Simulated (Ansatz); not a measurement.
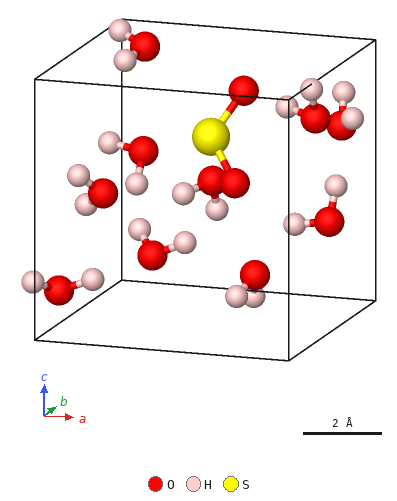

Starting frame of a dynamics run of a periodic cell with 10 H2O + 1 SO2 at 1.205 g/cm³. It starts from the last geometry of an earlier run, with fresh velocities. A ball-and-stick model of the simulation cell, seen slightly off an axis.

Method: DFT PBE, scalar-relativistic, plane waves, PAW in Ansatz.

Input file:
```yaml
crystal:
  lattice:
    - [6.956189, 0.0, 0.0]
    - [0.0, 6.956189, 0.0]
    - [0.0, 0.0, 6.956189]
  atoms:
    - { symbol: O, position: [0.17281627, 0.7486557, -0.0379679] }
    - { symbol: H, position: [0.05710592, 0.79996601, 0.00309211] }
    - { symbol: H, position: [0.14163814, 0.61086727, -0.06161071] }
    - { symbol: O, position: [0.35992135, 0.18351519, 0.70650207] }
    - { symbol: H, position: [0.3697848, 0.07795635, 0.60593569] }
    - { symbol: H, position: [0.21673163, 0.21239148, 0.72055068] }
    - { symbol: O, position: [0.0899246, 0.50934052, 0.44828321] }
    - { symbol: H, position: [-0.0028578, 0.58596684, 0.38060974] }
    - { symbol: H, position: [0.02104839, 0.42871761, 0.52964118] }
    - { symbol: O, position: [0.52184263, 0.99330802, 1.05775449] }
    - { symbol: H, position: [0.48670877, 1.08221216, 0.95239328] }
    - { symbol: H, position: [0.49298679, 0.86669645, 1.00257371] }
    - { symbol: O, position: [0.85466458, 0.87451452, 0.31558064] }
    - { symbol: H, position: [0.86448708, 0.92472062, 0.44230464] }
    - { symbol: H, position: [0.72528785, 0.8570831, 0.29967722] }
    - { symbol: O, position: [0.39708719, 0.87144034, 0.43737903] }
    - { symbol: H, position: [0.3915072, 0.93672931, 0.31241082] }
    - { symbol: H, position: [0.32124592, 0.75623265, 0.40829019] }
    - { symbol: O, position: [0.88118672, 0.94060312, 0.67113678] }
    - { symbol: H, position: [0.95862474, 0.83807896, 0.72790972] }
    - { symbol: H, position: [0.86084383, 1.02379063, 0.77754881] }
    - { symbol: O, position: [0.03492197, 0.16295425, 0.15167735] }
    - { symbol: H, position: [0.16594137, 0.16846113, 0.20287772] }
    - { symbol: H, position: [-0.02717953, 0.04414374, 0.20652319] }
    - { symbol: O, position: [0.9774252, 0.35848417, 0.84011605] }
    - { symbol: H, position: [0.986351, 0.28720775, 0.96811188] }
    - { symbol: H, position: [0.845828, 0.41433831, 0.86078018] }
    - { symbol: O, position: [0.35866281, 0.29143883, 0.28159786] }
    - { symbol: H, position: [0.28036795, 0.37261201, 0.35666191] }
    - { symbol: H, position: [0.48300939, 0.30227667, 0.33816243] }
    - { symbol: S, position: [0.51172385, 0.51821695, 0.69636067] }
    - { symbol: O, position: [0.60436214, 0.62272404, 0.85581538] }
    - { symbol: O, position: [0.6356771, 0.42903047, 0.5486568] }
basis:
  ecutwfc: 420.0
kpoints:
  mp_grid: { grid: [1, 1, 1] }
hamiltonian:
  xc: pbe
scf:
  occupations: { method: fermi_dirac, width: 0.02 }
  lower_state_search: "off"
md:
  timestep: 0.75
  n_steps: 400
  ensemble: nvt_langevin
  temperature: 400.0
  initial_velocities: maxwell_boltzmann
  seed: 374639
  friction: 0.005
  masses: [{ species: H, mass: 2.014 }]
```

Run as
```bash
ansatz run input.yaml --threads 1 --pin off --max-ram 3072MiB --backend cpu --events-out ev --progress --plain --runs-dir out
```

### Predict how the run goes.

Over the second half the temperature averages 347 K (spread ±35 K). The potential energy in the second half lies on average 16.1 meV per atom below the first frame. Root-mean-square distances from the starting positions over the second half, with the common drift of all atoms taken out: H 0.91 Å, O 0.59 Å, S 0.30 Å. The heavy atoms stay within a fraction of a molecule's size of their starting places; so short a run doesn't tell a liquid from a solid.

Along the run (each row but the first and the last is the mean over the interval that it begins):

```
time (fs)  potential energy (meV/atom)  T (K)
      0.0                          0.0    388
     49.5                         -7.8    352
     99.0                         -6.6    323
    148.5                        -13.6    338
    198.0                        -18.3    338
    247.5                        -16.4    363
    297.0                        -15.2    351
```

The paths of the atoms:

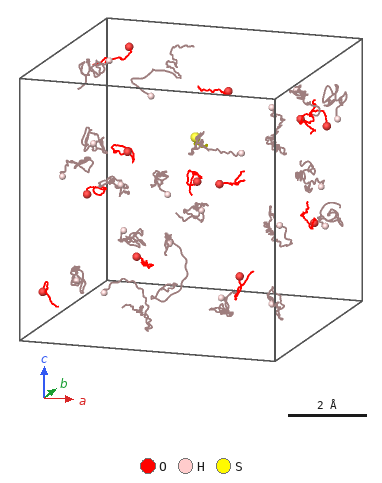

Limits of the set-up: masses were changed (H 2.014 u), which shifts the vibrations; the periodic images lie only 7.0 Å apart, so the values are limited by the cell's size.

The run took 5.3 min on 1 thread of AMD EPYC 9R45 96-Core Processor (Zen 5), on a shared host, peak memory 0.48 GiB.
